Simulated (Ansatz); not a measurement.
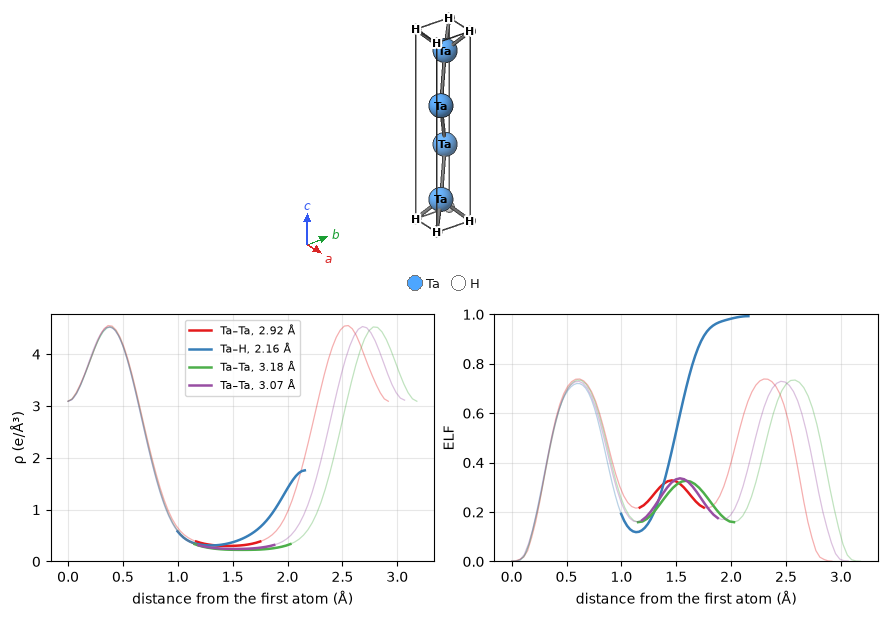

The picture shows: Ta4H. Valence charge density (pseudo) and ELF along straight lines between neighbouring atoms. Thin, pale parts lie inside the atomic spheres. The structure is drawn too.

Space group P-3m1; a structure generated by program, which may or may not match a known phase; computed without spin polarisation.

Method: DFT PBE, scalar-relativistic, plane waves, PAW (Ansatz).

Core electrons are frozen (PAW), and the valence fields are smoothed inside the atomic spheres.

**Compare the contacts.**

Ta–Ta (2.92 Å): the density is about 0.3 e/Å³ at the midpoint; the ELF is about 0.35 at the midpoint.
Ta–H (2.16 Å): ρ is about 0.42 e/Å³ halfway; the ELF climbs to about 1 towards the hydrogen.
Ta–Ta (3.18 Å): ρ is about 0.22 e/Å³ halfway; the ELF is about 0.35 at the midpoint.
Ta–Ta (3.07 Å): ρ at the midpoint is about 0.24 e/Å³; the ELF is about 0.35 at the midpoint.
